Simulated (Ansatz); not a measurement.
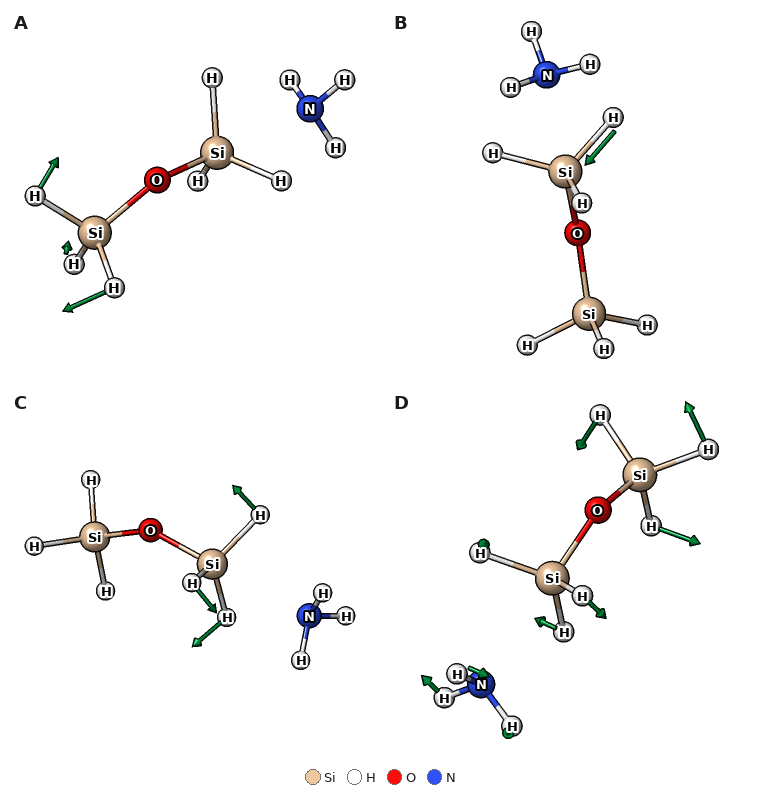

4 normal modes of one molecule or complex, as arrows. Harmonic vibrations computed with RKS PBE0-D4/def2-TZVP (Ansatz 0.2.0) at a stationary point of the same level.

Match the panels to the wavenumbers 56 cm⁻¹, 730 cm⁻¹, 916 cm⁻¹, 2241 cm⁻¹.

Answer. A: 730 cm⁻¹, H–Si–O bending
B: 2241 cm⁻¹, Si–H stretching
C: 916 cm⁻¹, H–Si–H bending
D: 56 cm⁻¹
